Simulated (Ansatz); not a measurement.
The calculation's input:

```
crystal:
  periodic: [false, false, false]
  atoms:
    - {symbol: C, position_ang: [-0.174792, 0.351743, -0.367671]}
    - {symbol: Si, position_ang: [0.234443, -0.642315, 0.966494]}
    - {symbol: H, position_ang: [1.141710, -1.813896, 1.051980]}
    - {symbol: H, position_ang: [-1.152935, 0.247166, -0.846028]}
    - {symbol: H, position_ang: [0.245259, 1.358616, -0.446935]}
basis:
  gaussian: {orbitals: def2-TZVPP}
total_charge: 1
hamiltonian: {xc: pbe0, dispersion: d4}
output: {orbitals: {seedname: orbitals}}
```

Run with:

```sh
ansatz run in.yaml --threads 2 --pin off --events-out ev --progress --plain --max-ram 4352MiB
```

Geometry: PBE0-D4/def2-TZVP.

Level of theory: RKS PBE0-D4/def2-TZVPP in Ansatz.

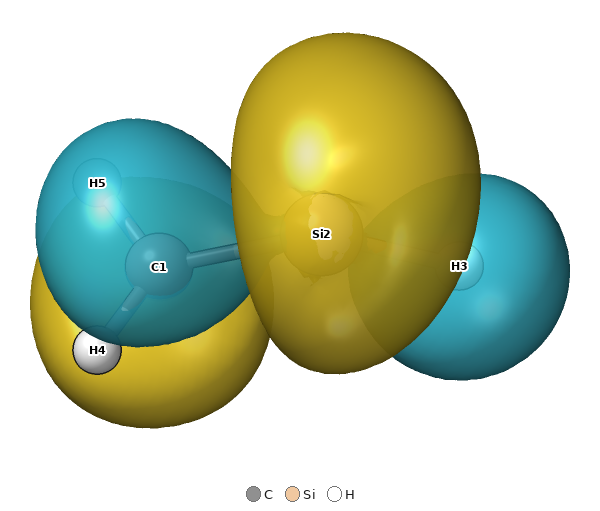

CH3Si (charge +1). The LUMO at ±0.08 Å⁻³ᐟ² (yellow and cyan are the two phases), seen at an oblique angle.

### What is the character of this orbital?

It lies mainly on Si2 (about 45 %), C1 (about 35 %) and H3 (about 10 %). Its energy is −9.64 eV.
